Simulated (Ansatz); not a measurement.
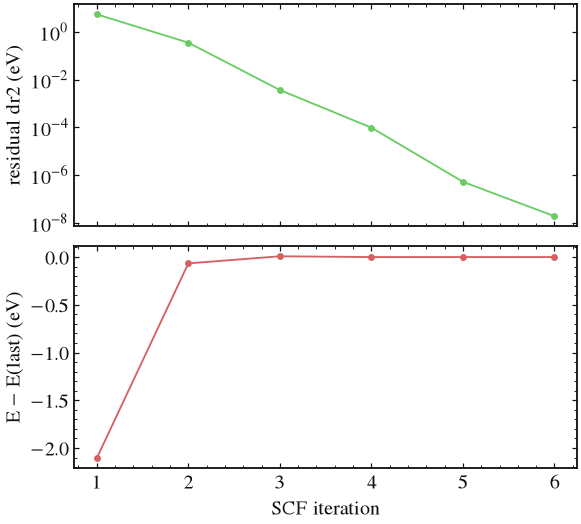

The plot shows the SCF iterations of a calculation: density residual dr2, Harris–Foulkes energy less its last value. The starting density is a sum of atomic densities corrected by a trained network.

SiC (4 atoms in the cell), run with Ansatz.

```
crystal:
  lattice:
    - [2.1394648, 0.0, 0.0]
    - [-1.0697324, 1.85283087, 0.0]
    - [0.0, 0.0, 3.51114266]
  atoms:
    - { symbol: Si, position: [0.3333333333, 0.6666666667, 0.0045951183] }
    - { symbol: Si, position: [0.6666666667, 0.3333333333, 0.5045951183] }
    - { symbol: C, position: [0.3333333333, 0.6666666667, 0.3804048817] }
    - { symbol: C, position: [0.6666666667, 0.3333333333, 0.8804048817] }
basis:
  ecutwfc: 420
kpoints:
  mp_grid: { grid: [12, 12, 6] }
hamiltonian:
  xc: lda
scf:
  occupations: { method: gaussian, width: 0.02 }
  max_iter: 100
output:
  forces: true
  eigenvalues: true
  stress: true
```

Run as:
```bash
ansatz run input.yaml --threads 1 --pin off --max-ram 2560MiB --backend cpu --events-out ev --progress --plain --runs-dir out
```

Q: Was self-consistency reached?

A: It converged, after 6 iterations. The residual falls at every step.

Q: What is the residual at the start and at the end?

A: It starts near 5 and ends near 2 × 10⁻⁸ eV.

Q: Is anything amiss with this input?

A: The input holds a fault (a lattice far too small). The SCF closed all the same, which doesn't make the results meaningful for the real system.
